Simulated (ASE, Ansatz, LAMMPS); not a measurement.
## Convergence of a linear-scaling basis for (19,0) carbon nanotube (152 atoms)

Aim: test how closely localised support functions follow the reference on (19,0) carbon nanotube (152 atoms), and at what cost. A setting counts as converged where the r.m.s. difference of forces stays under 1 % of the r.m.s. force.

Method: Kohn-Sham DFT, LDA, PAW (set soft_2), plane waves, in Ansatz 0.2.0.

### Step 1. Starting point

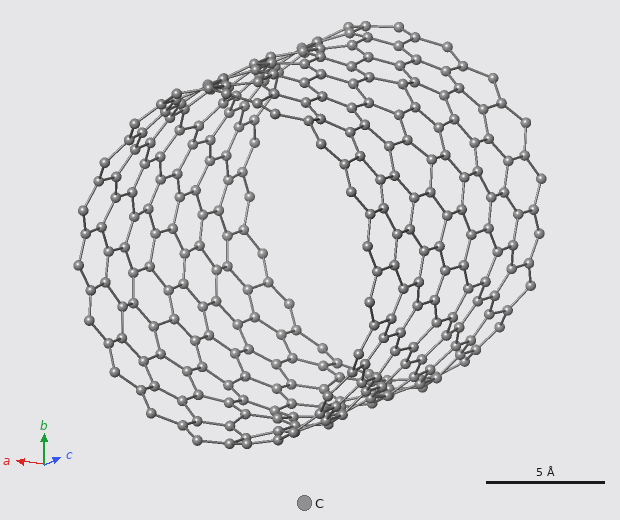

The starting structure, seen at a slant to the c axis (carbon grey). 1×1×2 cells are drawn.

The cell holds 152 atoms: 152 C. Its edges and angles: a = 26.878 Å, b = 26.827 Å, c = 8.522 Å, α = 90.0°, β = 90.0°, γ = 90.0°. It derives from C (graphene). Graphene sheet (a = 2.46 Å) rolled into a (19,0) tube of diameter 14.88 Å, 2 periods, 12 Å of vacuum; then minimised and run for 3 ps at 600 K (NVT) with a classical potential, last frame taken. Vacuum lies along a and b. The structure repeats along c.

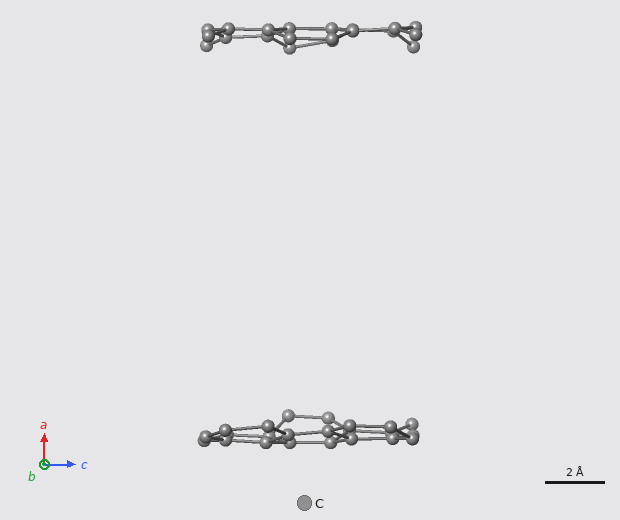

A slice 6 Å thick through the middle of the cell.

What the set-up can't give: Beside vacuum, support functions can miss their usual error bounds without a warning. Only the Γ point is sampled, in a cell whose periodic width is 9 Å.

### Step 2. How the cell was made

A classical potential prepares the built cell, by minimisation and a short run of dynamics.

This step: classical potential: AIREBO (Stuart, Tutein and Harrison, J. Chem. Phys. 112, 6472 (2000)) (LAMMPS stable Jul 2025 - Update 4).

in.lammps reads:

```
units metal
atom_style atomic
boundary p p p
atom_modify map array
read_data structure.data
pair_style airebo 3.0 1 1
pair_coeff * * CH.airebo C
thermo_style custom step temp pe press lx ly lz fmax
thermo 300
min_style cg
minimize 0 1e-4 3000 30000
reset_timestep 0
timestep 0.001
velocity all create 1200 90167 dist gaussian
fix md all nvt temp 600 600 0.1
run 3000
write_data relaxed.data nocoeff
```

On the command line:

```
> lmp -in in.lammps -log log.lammps -screen none -nocite
```

What it wrote:

```text
LAMMPS (22 Jul 2025 - Update 4)
  152 atoms
   Step          Temp          PotEng         Press            Lx             Ly             Lz            Fmax     
         0   0             -1123.1904     -25361.759      26.877804      26.826989      8.52169        0.11708559   
        16   0             -1124.2926     -11880.865      26.877804      26.826989      8.52169        8.1173535e-06
Loop time of 0.112667 on 1 procs for 16 steps with 152 atoms
Minimization stats:
  Stopping criterion = force tolerance
  Energy initial, next-to-last, final = 
      -1123.1903544936  -1124.29260408673  -1124.29260408688
  Force two-norm initial, final = 1.6002057 6.5183914e-05
  Force max component initial, final = 0.11708559 8.1173535e-06
  Iterations, force evaluations = 16 32
   Step          Temp          PotEng         Press            Lx             Ly             Lz            Fmax     
         0   1200          -1124.2926     -7809.4023      26.877804      26.826989      8.52169        8.1173535e-06
       300   585.32719     -1114.9076     -10525.194      26.877804      26.826989      8.52169        6.4023988    
       600   590.26094     -1112.1717     -14871.618      26.877804      26.826989      8.52169        5.4700729    
       900   603.14211     -1114.1793     -7415.3715      26.877804      26.826989      8.52169        5.9551131    
      1200   624.01155     -1112.2771     -13582.773      26.877804      26.826989      8.52169        6.2152976    
      1500   612.75822     -1114.3867     -7702.5093      26.877804      26.826989      8.52169        6.3306567    
      1800   655.86403     -1112.2261     -10746.254      26.877804      26.826989      8.52169        5.7182979    
      2100   576.54577     -1113.5973     -16518.198      26.877804      26.826989      8.52169        4.7423567    
      2400   629.22401     -1112.0079     -7172.4474      26.877804      26.826989      8.52169        5.9547043    
      2700   594.2287      -1112.9723     -14783.469      26.877804      26.826989      8.52169        5.414044     
      3000   680.74071     -1113.4206     -7779.5976      26.877804      26.826989      8.52169        5.868345     
Loop time of 7.56317 on 1 procs for 3000 steps with 152 atoms
```

Elapsed: 8.2 s, on 1 thread of Intel Xeon at 2.80GHz (Skylake/Cascade Lake), shared host.

### Step 3. Plane-wave single point

The first run fixes the reference, at a cutoff of 420 eV.

input.yaml reads:

```yaml
crystal:
  lattice:
    - [26.8778, 0.0, 0.0]
    - [0.0, 26.82699, 0.0]
    - [0.0, 0.0, 8.52169]
  atoms:
    - { symbol: C, position: [0.75228, 0.43597, 0.16298] }
    - { symbol: C, position: [0.76184, 0.47972, 0.091] }
    - { symbol: C, position: [0.76322, 0.5259, 0.17379] }
    - { symbol: C, position: [0.75403, 0.56918, 0.09278] }
    - { symbol: C, position: [0.76345, 0.48254, 0.41881] }
    - { symbol: C, position: [0.76199, 0.52721, 0.33458] }
    - { symbol: C, position: [0.73934, 0.61364, 0.17058] }
    - { symbol: C, position: [0.71529, 0.65075, 0.09254] }
    - { symbol: C, position: [0.75094, 0.57106, 0.42134] }
    - { symbol: C, position: [0.73578, 0.61125, 0.33558] }
    - { symbol: C, position: [0.68505, 0.68581, 0.17164] }
    - { symbol: C, position: [0.6596, 0.72, 0.08021] }
    - { symbol: C, position: [0.7165, 0.65244, 0.42093] }
    - { symbol: C, position: [0.69022, 0.68707, 0.34092] }
    - { symbol: C, position: [0.62603, 0.75003, 0.16342] }
    - { symbol: C, position: [0.58588, 0.77554, 0.08941] }
    - { symbol: C, position: [0.66151, 0.71952, 0.41627] }
    - { symbol: C, position: [0.62701, 0.74767, 0.32521] }
    - { symbol: C, position: [0.54097, 0.78447, 0.16521] }
    - { symbol: C, position: [0.49511, 0.78536, 0.07873] }
    - { symbol: C, position: [0.58287, 0.76847, 0.40813] }
    - { symbol: C, position: [0.53858, 0.77879, 0.3329] }
    - { symbol: C, position: [0.45365, 0.76902, 0.16249] }
    - { symbol: C, position: [0.40758, 0.7613, 0.07781] }
    - { symbol: C, position: [0.49559, 0.78413, 0.41797] }
    - { symbol: C, position: [0.45132, 0.77462, 0.32806] }
    - { symbol: C, position: [0.36199, 0.74964, 0.164] }
    - { symbol: C, position: [0.32521, 0.72088, 0.07759] }
    - { symbol: C, position: [0.4092, 0.7597, 0.41402] }
    - { symbol: C, position: [0.36838, 0.74221, 0.32733] }
    - { symbol: C, position: [0.29687, 0.68583, 0.16061] }
    - { symbol: C, position: [0.27082, 0.64887, 0.07573] }
    [... 114 atom lines left out ...]
    - { symbol: C, position: [0.7253, 0.34985, 0.67299] }
    - { symbol: C, position: [0.74828, 0.39016, 0.59162] }
    - { symbol: C, position: [0.69386, 0.31487, 0.92581] }
    - { symbol: C, position: [0.71751, 0.3524, 0.84225] }
    - { symbol: C, position: [0.74031, 0.39211, 0.91828] }
    - { symbol: C, position: [0.76049, 0.4334, 0.83746] }
kpoints:
  mp_grid: { grid: [1, 1, 1] }
hamiltonian:
  xc: lda
scf:
  occupations: { method: gaussian, width: 0.025 }
output:
  forces: true
  populations: intrinsic
  dos:
    method: { smearing: { sigma: 0.1 } }
    de: 0.1
    projected: { site_lists: { C: [C] } }
  eigenvalues: true
  write_density: true
  write_potential: true
  volumetric_format: npy
```

On the command line:

```
> ansatz run input.yaml --threads 8 --pin off --max-ram 15872MiB --backend cpu --events-out ev --progress --plain --runs-dir out
```

What it wrote:

```text
Engine: ansatz 0.2.0, aarch64-unknown-linux-gnu
Pseudopotentials: kind: paw
Pseudopotential: C, paw, valence charge 4, recommended cutoff 420 eV (normal), C.paw.azcp
[... 3 lines on functional and potentials left out ...]
Crystal: 152 atoms, lattice volume = 6144.569 Å³
Basis set: ecut = 420 eV, 120093 PW (Γ)
Bands: 456, of which v1, the nominal top of the filled ones, is band 304 counted from 1 (303 counted from 0)
Symmetry: 1 space group operations
Space group: P1 (ITA 1), of the structure as read, at distance tolerance 1.8e-4 Å
k-points: 1
[... 4 lines on functional and potentials left out ...]
Initial density: superposition of atomic densities (neutral atoms: chi_scale 0, normalization atom), corrected by the library's trained network
Initial wavefunctions: pseudopotential atomic-orbital guess
Functional: x = slater, c = lda
SCF iter   1: F=—  HF=-36903.028163 eV  |F-HF|=—  |Δ(HF+E_count)|=         —  Δρ=3.48e-3  dr2=6.00e-1  ethr=1.77e-3  ⟨swp⟩=7.0  Hψ=2248  notcnv=0  defer=131
preconditioner: auto → Resta (q_TF=auto, 1.855 Å⁻¹)  ε∞=1.6  [insulator: Δε(μ)=0.582 eV  Ē_g=14.655 eV  σ=0.025 eV  W_gap=1.00  n_scr=676 (ndim 8)  ℏωp=11.7 eV  f_vac=0.741  D(μ)=0.00/eV (n_scr^D=0)  ε∞_Penn≈1.6  vacuum switching on, ρ_ref=1.6e-2 e/Å³]
SCF iter   2: F=—  HF=-36902.976473 eV  |F-HF|=—  |Δ(HF+E_count)|=   5.17e-2  Δρ=1.75e-3  dr2=5.40e-1  ethr=9.88e-5  ⟨swp⟩=2.0  Hψ=691  notcnv=0  defer=148
SCF iter   3: F=—  HF=-36903.353575 eV  |F-HF|=—  |Δ(HF+E_count)|=   3.77e-1  Δρ=2.21e-3  dr2=5.51e0  ethr=8.89e-5  ⟨swp⟩=4.0  Hψ=456  notcnv=0  defer=148  recentre
SCF iter   4: F=—  HF=-36902.965269 eV  |F-HF|=—  |Δ(HF+E_count)|=   3.88e-1  Δρ=7.91e-4  dr2=1.49e-1  ethr=8.89e-5  ⟨swp⟩=2.0  Hψ=527  notcnv=0  defer=148
SCF iter   5: F=—  HF=-36902.968266 eV  |F-HF|=—  |Δ(HF+E_count)|=   3.00e-3  Δρ=5.06e-4  dr2=7.48e-2  ethr=2.45e-5  ⟨swp⟩=2.0  Hψ=351  notcnv=0  defer=148
SCF iter   6: F=—  HF=-36902.970347 eV  |F-HF|=—  |Δ(HF+E_count)|=   2.08e-3  Δρ=1.98e-4  dr2=5.33e-3  ethr=1.23e-5  ⟨swp⟩=2.0  Hψ=335  notcnv=0  defer=148
SCF iter   7: F=—  HF=-36902.974247 eV  |F-HF|=—  |Δ(HF+E_count)|=   3.90e-3  Δρ=1.13e-4  dr2=6.86e-3  ethr=8.77e-7  ⟨swp⟩=2.0  Hψ=489  notcnv=0  defer=148
SCF iter   8: F=—  HF=-36902.974770 eV  |F-HF|=—  |Δ(HF+E_count)|=   5.22e-4  Δρ=6.15e-5  dr2=6.23e-4  ethr=8.77e-7  ⟨swp⟩=2.0  Hψ=313  notcnv=0  defer=148
SCF iter   9: F=—  HF=-36902.974882 eV  |F-HF|=—  |Δ(HF+E_count)|=   1.12e-4  Δρ=3.77e-5  dr2=1.18e-4  ethr=1.02e-7  ⟨swp⟩=2.0  Hψ=346  notcnv=0  defer=148
SCF iter  10: F=—  HF=-36902.974907 eV  |F-HF|=—  |Δ(HF+E_count)|=   2.52e-5  Δρ=1.97e-5  dr2=5.50e-5  ethr=1.94e-8  ⟨swp⟩=2.0  Hψ=546  notcnv=0  defer=148
SCF iter  11: F=—  HF=-36902.974576 eV  |F-HF|=—  |Δ(HF+E_count)|=   3.31e-4  Δρ=8.12e-6  dr2=8.29e-6  ethr=9.05e-9  ⟨swp⟩=2.0  Hψ=739  notcnv=0  defer=148
SCF iter  12: F=—  HF=-36902.974577 eV  |F-HF|=—  |Δ(HF+E_count)|=   3.91e-7  Δρ=4.23e-6  dr2=9.13e-7  ethr=1.36e-9  ⟨swp⟩=2.0  Hψ=470  notcnv=0  defer=148
SCF iter  13: F=—  HF=-36902.974578 eV  |F-HF|=—  |Δ(HF+E_count)|=   1.16e-6  Δρ=2.64e-6  dr2=1.41e-6  ethr=1.50e-10  ⟨swp⟩=3.0  Hψ=542  notcnv=0  defer=148
SCF iter  14: F=—  HF=-36902.974578 eV  |F-HF|=—  |Δ(HF+E_count)|=   7.68e-9  Δρ=1.72e-6  dr2=3.07e-7  ethr=1.50e-10  ⟨swp⟩=2.0  Hψ=348  notcnv=0  defer=148
SCF iter  15: F=—  HF=-36902.974578 eV  |F-HF|=—  |Δ(HF+E_count)|=   4.97e-7  Δρ=8.50e-7  dr2=1.35e-7  ethr=5.05e-11  ⟨swp⟩=2.0  Hψ=470  notcnv=0  defer=148
SCF iter  16: F=-36902.974579 eV  HF=-36902.974579 eV  |F-HF|=6.76e-9  |Δ(HF+E_count)|=   1.20e-7  Δρ=3.18e-7  dr2=2.59e-8  ethr=1.64e-11  ⟨swp⟩=38.0  Hψ=5614  notcnv=0
SCF 1 converged in 16 iterations: F = -36902.974579 eV  dr2 = 2.59e-8
  greatest PAW one-centre occupation: 0.690 electrons in one spin orbital (limit 2), on the C atom at site 102 (counted from 0), in its partial waves of l = 0
WARN: The output density's exchange-correlation potential varies sharply where the density is thin. Do not read a vacuum level from v_tot or v_xc, or from such a field of the output density. On a cell that repeats whose density bears no net charge and no dipole along the vacuum's axis use v_es (v_loc + v_h of the components); [...]
SCF converged after 16 iterations
Free energy (F): -36902.974579 eV
Harris-Foulkes:  -36902.974579 eV  (|F-HF|=6.76e-9)
Internal energy: -36902.974579 eV  (E = F + TS)
E sigma→0 (E₀):  -36902.974579 eV
Fermi energy:    -2.042299 eV
--- Per-component energies (eV) ---
  E_band       = -6795.139678
  E_kinetic    = 13937.054311
  E_local      = -249127.333056  (includes V_loc(G=0)·N_el)
  E_nonlocal   = 4351.790674
  E_hartree    = 117111.161811
  E_xc         = -7237.694968
  E_vxc        = -8998.805127  (∫ρ·V_xc dr)
  E_paw        = -13980.061154  (= ΣΔE_a)
  E_vpaw       = -1180.175739  (= ΣTr[D̂ρ^β])
  E_aug_tail   = 0.001508  (compensation charges beyond the density's cutoff)
  E_ewald      = 98032.555755
  E_core_change = 9.550541  (= ΣΔE_core)
  E_smearing   = -0.000000  (= −TS)
  E_closure    = 0.000000  (closes the sum)
  Σ components = -36902.974579   (vs F -36902.974579, Δ=0.00e0)
--- Forces (eV/Å), atoms counted from 1 ---
  atom   1  C      1.06397551     0.19153036     3.01745909
  atom   2  C      0.70041769     2.35519181    -1.38748381
  atom   3  C     -0.47630112    -0.95813885    -1.20081227
  atom   4  C      0.50069979     1.75868648    -0.98198441
  atom   5  C     -0.46460518    -1.52749841    -0.10190219
  atom   6  C     -0.00938865     0.07078620     3.15539301
  atom   7  C     -0.13389041    -2.25296315     0.55083566
  atom   8  C     -0.34999995     1.79465456    -3.14886389
  atom   9  C      0.47440179    -1.80338465    -0.15041018
  atom  10  C      0.17309152     2.12756950     1.32692012
  atom  11  C      2.67966008    -0.90754226    -0.83321199
  atom  12  C     -0.54214702     1.33724454    -0.39744617
  atom  13  C      0.98561771    -2.23916309     1.22241155
  atom  14  C     -0.20885786    -0.23908437    -2.78543519
[...]
atom 151  C      0.76452192     0.56681110     0.57294920
  atom 152  C     -0.50249031     1.83184535     1.85148607
  max |Σ_I F_I| component: 1.65e-3 eV/Å
--- Band table (eV) ---
  k-point 0: bands = ["-21.7022", "-21.6166", "-21.5843", "-21.4607", [... 440 levels ...], "4.8754", "4.8867", "4.9256", "5.0075", "5.0117", "5.0310", "5.0423", "5.0566", "5.0602", "5.0804", "5.1305", "5.1469"]
--- intrinsic populations: 152 sites ---
  site symbol       q [e]
     0      C      4.0044
     1      C      3.9981
     2      C      4.0070
[...]
151      C      4.0053
  spilling = 0.000000 (of n_electrons = 608.000000)
```

It took 71 s on 8 threads of Arm Neoverse V2, shared host; peak memory 6.5 GiB.

In the SCF lines HF is the Harris–Foulkes energy and dr2 the Hartree energy of the density residual, in eV; the loop may stop once dr2 is under the threshold and the program's other checks hold. Hψ counts applications of the Hamiltonian.

The program notes that the exchange-correlation potential is rough where the density is thin.

Numbers from this run:

* free energy: -36902.9746 eV
* free energy per atom: -242.7827 eV/atom
* SCF cycles: 16
* r.m.s. force component: 1.47 eV/Å
* longest force: 5.524 eV/Å
* Fermi energy: -2.042 eV
* gap (highest filled to lowest empty level): 0.5798 eV

Length of the force by element:

```tsv
element	coordination	atoms	mean length of the force (eV/Å)	spread	least	most
C	all	152	2.36	0.960	0.382	5.52
```

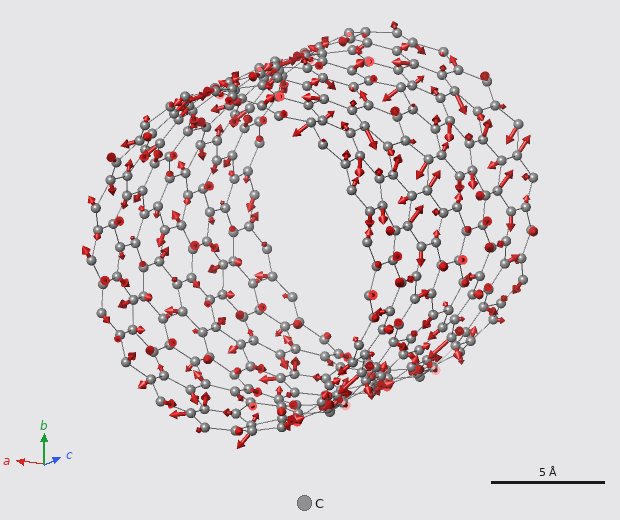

Forces as arrows; the longest in the cell is 5.52 eV/Å. 1×1×2 cells are drawn.

Intrinsic-atomic-orbital charges by element:

```tsv
element	coordination	atoms	mean charge (e)	spread	least	most
C	all	152	0	0.0057	-0.0212	0.0154
```

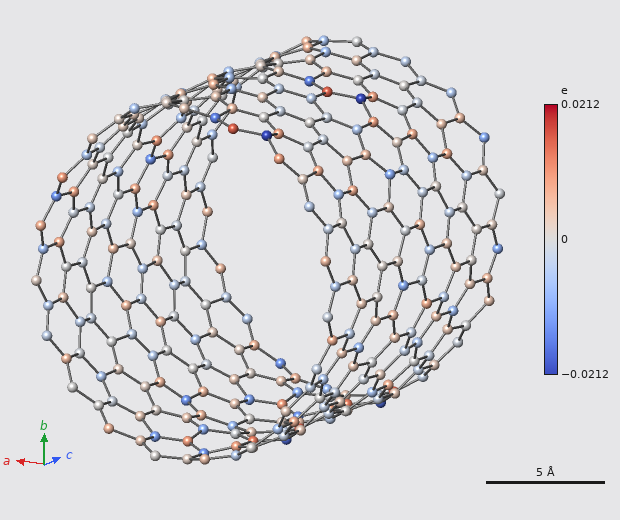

Atoms coloured by intrinsic-atomic-orbital charge. 1×1×2 cells are drawn.

States in the cell by windows of 1 eV, zero at the Fermi level; the larger projections on atomic orbitals stand beside the total:

```tsv
from (eV)	to (eV)	total	C p	C s
-14	-13	31.8	19.3	12.1
-13	-12	37.0	23.6	13.0
-12	-11	12.8	8.4	4.2
-11	-10	26.6	21.6	4.7
-10	-9	21.2	17.0	4.0
-9	-8	23.5	19.5	3.8
-8	-7	61.1	53.7	6.5
-7	-6	80.7	76.8	3.2
-6	-5	55.5	53.5	1.4
-5	-4	33.6	32.9	0.6
-4	-3	35.8	35.4	0.3
-3	-2	36.3	36.0	0.2
-2	-1	13.3	13.1	0.1
-1	0	10.5	10.4	0.1
0	1	12.2	12.0	0.1
1	2	29.8	28.3	0.4
2	3	14.0	13.1	0.1
3	4	26.0	14.2	0.2
4	5	39.2	14.7	0.2
```

Between -20 and -14 eV lie 128 more states.

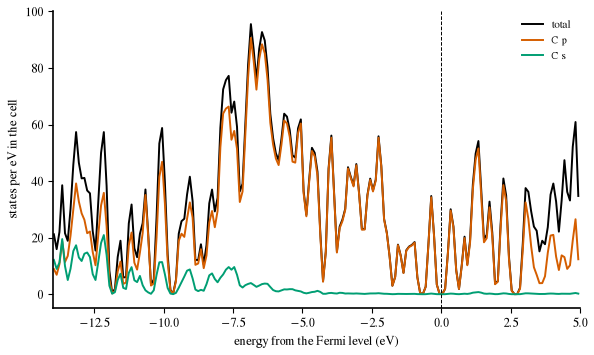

Total and projected density of states, with the broadening of the input.

The levels nearest the highest filled one (over half full), pooled over k-points and spins:

```tsv
level less the highest filled one (eV)	occupation
-0.729	2
-0.666	2
-0.133	2
-0.0747	2
-0.0487	2
0	2
0.580	0
0.630	0
0.677	0
0.758	0
1.11	0
1.14	0
```

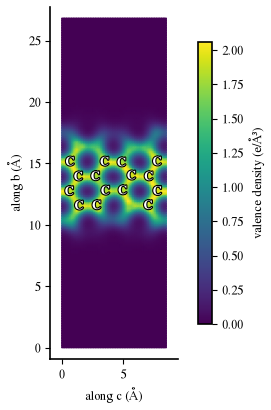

Valence density in the cb plane at fractional x = 0.243, with atoms of C within 0.2 Å of it. It is the smooth field of the valence electrons, not physical close to the nuclei.

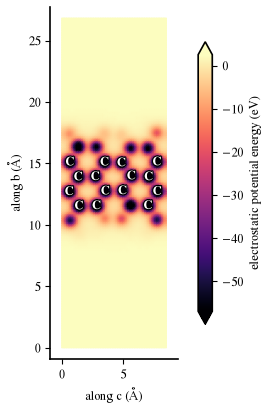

Electrostatic potential energy in the cb plane at fractional x = 0.243, with atoms of C within 0.2 Å of it. With pseudopotentials it is smooth inside the atoms' cores, unlike the true potential.

Intrinsic-atomic-orbital charges run from -0.02 to +0.02 e. The largest share in the top eV of filled states is C p (99 % of the projected weight), and in the lowest eV of empty states C p (99 % of the projected weight).

(Continued in part 2 of 2.)

[Logs are printed without paths, hosts, clocks, repeated set-up lines and the standing remarks that a program may print on its own settings, such as how far it seeks lower states.]

[Hosts, paths, dates, database ids (printed as entryN), source tags and the programs' standing remarks are cut or masked in the printed files.]
